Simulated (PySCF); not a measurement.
# What a change does: NMR shielding calculation on C$_{4}$H$_{9}$PSSi$_{2}$

System: C$_{4}$H$_{9}$PSSi$_{2}$.
Method of run A: GIAO PBE0/pcSseg-1 NMR shielding, non-relativistic, gas phase (PySCF 2.14.0).

The geometry comes from this level: PBE0-D3(BJ)/def2-SVP. Text and figures count atoms from 1; the logs count them from 0 in places.

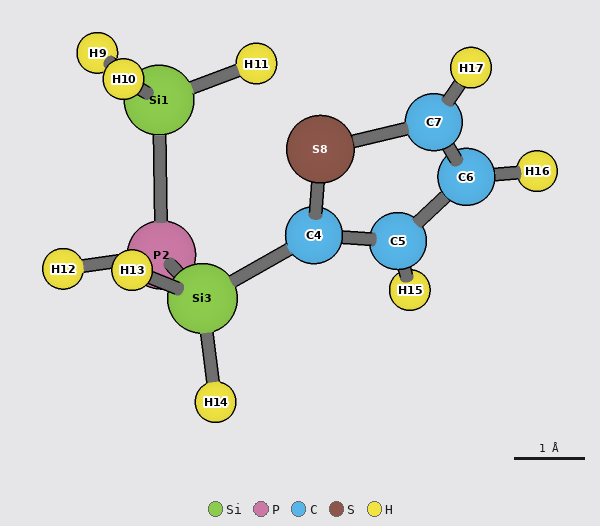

Figure 1. The structure as given in the input (ball-and-stick view, seen at a tilt; atoms are numbered from 1 in the order of the input). Bond lengths as drawn: C–C 1.37 to 1.42 Å, C–H 1.09 Å, C–S 1.71 to 1.73 Å, C–Si 1.86 Å, H–P 1.43 Å, H–Si 1.49 to 1.50 Å and P–Si 2.26 to 2.27 Å.

**The input, run A**
```
{"job": {"kind": "nmr", "xc": "PBE0", "basis": "pcSseg-1"}, "charge": 0, "multiplicity": 1}
Si    -2.364506     0.385959    -0.755037
P     -2.190376    -1.758760    -0.044882
Si    -0.515944    -1.314498     1.412816
C      0.841655    -0.560636     0.380091
C      1.517852    -1.118815    -0.687369
C      2.414901    -0.219066    -1.320696
C      2.409145     1.021769    -0.733351
S      1.318641     1.086682     0.583883
H     -3.737793     0.571188    -1.314936
H     -2.142662     1.392808     0.329523
H     -1.356534     0.596741    -1.833802
H     -3.251706    -1.673482     0.910020
H     -0.906217    -0.329937     2.467155
H     -0.070517    -2.584134     2.061433
H      1.366169    -2.150189    -1.012611
H      3.039813    -0.475560    -2.177320
H      2.996216     1.897401    -1.008766
```

The first line tells a small driver script what to run in PySCF; the rest is the geometry in Å.

Command:
```bash
OMP_NUM_THREADS=1 python <driver script> task.json out
```

Hardware: 1 CPU thread, shared host.

**Output (run A)**
```
coarse grid: 16424 points
cycle   1  E = -1475.5174683749  dE =  8.721e-01  |g| = 3.367e-01  |ddm| = 4.042e+00
cycle   2  E = -1475.4926100175  dE =  2.486e-02  |g| = 4.447e-01  |ddm| = 8.657e-01
cycle   3  E = -1475.5459183884  dE = -5.331e-02  |g| = 8.781e-02  |ddm| = 6.107e-01
cycle   4  E = -1475.5479871850  dE = -2.069e-03  |g| = 3.297e-02  |ddm| = 1.472e-01
cycle   5  E = -1475.5482611856  dE = -2.740e-04  |g| = 8.696e-03  |ddm| = 3.969e-02
cycle   6  E = -1475.5482783545  dE = -1.717e-05  |g| = 3.418e-03  |ddm| = 1.233e-02
cycle   7  E = -1475.5482809424  dE = -2.588e-06  |g| = 1.044e-03  |ddm| = 3.968e-03
final grid: 140704 points
cycle   8  E = -1475.5970941592  dE = -1.832e-05  |g| = 8.560e-03  |ddm| = 3.374e-02
cycle   9  E = -1475.5970644282  dE =  2.973e-05  |g| = 1.332e-02  |ddm| = 2.318e-02
cycle  10  E = -1475.5971125992  dE = -4.817e-05  |g| = 1.486e-03  |ddm| = 1.592e-02
cycle  11  E = -1475.5971132059  dE = -6.067e-07  |g| = 3.856e-04  |ddm| = 2.035e-03
cycle  12  E = -1475.5971132434  dE = -3.749e-08  |g| = 1.004e-04  |ddm| = 4.618e-04
cycle  13  E = -1475.5971132458  dE = -2.389e-09  |g| = 4.796e-05  |ddm| = 1.919e-04
cycle  14  E = -1475.5971132464  dE = -5.889e-10  |g| = 1.437e-05  |ddm| = 5.877e-05
converged SCF energy = -1475.5971132464

GIAO shielding tensors (ppm)
atom      isotropic    diamagn.    paramagn.     s11        s22        s33       span
  0 Si     421.771     879.541    -457.770    385.418    423.123    456.772     71.355
  1 P      631.632     968.545    -336.913    550.545    591.562    752.788    202.243
  2 Si     398.891     880.704    -481.813    377.154    397.117    422.402     45.248
  3 C       51.208     265.594    -214.386    -30.080     28.340    155.365    185.445
  4 C       41.455     252.144    -210.689    -51.497     28.944    146.918    198.416
  5 C       49.704     254.914    -205.211    -33.752     35.420    147.443    181.195
  6 C       44.277     263.164    -218.887    -46.256     36.590    142.497    188.753
  7 S      230.557    1058.441    -827.884     82.395    241.803    367.473    285.077
  8 H       27.215      28.346      -1.131     23.251     24.537     33.857     10.605
  9 H       27.272      29.593      -2.321     23.424     26.867     31.526      8.102
 10 H       28.379      29.902      -1.523     23.959     29.510     31.668      7.709
 11 H       30.174      29.458       0.716     24.799     25.562     40.160     15.360
 12 H       26.286      29.354      -3.068     22.318     25.349     31.192      8.873
 13 H       25.954      28.276      -2.322     22.594     23.402     31.867      9.273
 14 H       23.757      31.552      -7.796     20.233     22.702     28.334      8.101
 15 H       23.892      29.599      -5.707     20.651     24.397     26.628      5.977
 16 H       23.816      30.530      -6.714     20.973     23.250     27.225      6.251
```

Run B used a changed input.

**The two runs side by side**

| quantity | run A | run B |
| --- | --- | --- |
| outcome | converged | converged |
| total energy (hartree) | −1475.597113 | −1476.231607 |
| HOMO (eV) | −7.02 | −8.19 |
| LUMO (eV) | −1.01 | 0.10 |
| dipole moment (D) | 0.99 | 0.96 |
| shielding of Si1 (ppm) | 421.8 | 413.1 |
| shielding of P2 (ppm) | 631.6 | 617.5 |
| shielding of Si3 (ppm) | 398.9 | 390.1 |
| shielding of C4 (ppm) | 51.2 | 42.5 |
| shielding of C5 (ppm) | 41.5 | 36.2 |
| shielding of C7 (ppm) | 44.3 | 37.2 |
| shielding of S8 (ppm) | 230.6 | 212.0 |
| SCF iterations | 14 | 12 |
| basis functions | 209 | 209 |
| wall time (shared host) | 73 s | 93 s |

Which change of the input explains these differences?

The change (lines with − go, lines with + come):
```diff
-"xc": "PBE0"
+"xc": "CAM-B3LYP"
+"pop": false
```

The total energies belong to different methods, so their difference says nothing on which is more stable or more accurate. The HOMO goes from −7.02 to −8.19 eV. The LUMO goes from −1.01 to 0.10 eV. The dipole moment goes from 0.99 to 0.96 D. Of all shieldings, the largest change is that of S8, by −18.5 ppm. The functional changes from PBE0 to CAM-B3LYP. The SCF takes 12 iterations against 14.

**Output (run B)**
```
coarse grid: 16424 points
cycle   1  E = -1476.1448323363  dE =  9.975e-01  |g| = 3.087e-01  |ddm| = 3.970e+00
cycle   2  E = -1476.1624166262  dE = -1.758e-02  |g| = 2.389e-01  |ddm| = 6.733e-01
cycle   3  E = -1476.1759190740  dE = -1.350e-02  |g| = 7.481e-02  |ddm| = 3.322e-01
cycle   4  E = -1476.1773840203  dE = -1.465e-03  |g| = 2.596e-02  |ddm| = 1.161e-01
cycle   5  E = -1476.1775598197  dE = -1.758e-04  |g| = 4.578e-03  |ddm| = 3.496e-02
cycle   6  E = -1476.1775651913  dE = -5.372e-06  |g| = 1.650e-03  |ddm| = 7.997e-03
final grid: 140704 points
cycle   7  E = -1476.2316030463  dE = -1.429e-05  |g| = 3.882e-03  |ddm| = 1.684e-02
cycle   8  E = -1476.2316022429  dE =  8.034e-07  |g| = 4.261e-03  |ddm| = 7.288e-03
cycle   9  E = -1476.2316068149  dE = -4.572e-06  |g| = 4.738e-04  |ddm| = 4.078e-03
cycle  10  E = -1476.2316068641  dE = -4.918e-08  |g| = 1.856e-04  |ddm| = 6.559e-04
cycle  11  E = -1476.2316068728  dE = -8.628e-09  |g| = 5.555e-05  |ddm| = 2.329e-04
cycle  12  E = -1476.2316068736  dE = -8.945e-10  |g| = 1.391e-05  |ddm| = 8.419e-05
converged SCF energy = -1476.2316068736

GIAO shielding tensors (ppm)
atom      isotropic    diamagn.    paramagn.     s11        s22        s33       span
  0 Si     413.148     879.494    -466.347    376.577    414.217    448.648     72.071
  1 P      617.540     968.820    -351.280    536.378    575.733    740.509    204.131
  2 Si     390.117     880.730    -490.613    367.239    388.930    414.182     46.942
  3 C       42.489     266.383    -223.894    -44.311     17.797    153.981    198.292
  4 C       36.219     252.869    -216.650    -62.744     25.446    145.954    208.699
  5 C       45.156     254.935    -209.779    -43.532     32.565    146.436    189.968
  6 C       37.202     263.077    -225.875    -60.089     30.453    141.241    201.330
  7 S      212.033    1059.243    -847.210     49.365    234.318    352.415    303.050
  8 H       27.396      28.373      -0.976     23.461     24.780     33.947     10.486
  9 H       27.464      30.087      -2.623     23.686     27.119     31.585      7.899
 10 H       28.530      30.490      -1.960     24.150     29.674     31.766      7.616
 11 H       30.426      29.553       0.874     25.166     25.972     40.140     14.974
 12 H       26.534      29.766      -3.231     22.669     25.603     31.331      8.662
 13 H       26.203      28.491      -2.288     22.926     23.672     32.010      9.084
 14 H       23.895      31.858      -7.963     20.463     22.714     28.509      8.046
 15 H       24.061      29.577      -5.515     20.852     24.525     26.807      5.955
 16 H       23.901      30.437      -6.536     21.174     23.361     27.168      5.994
```
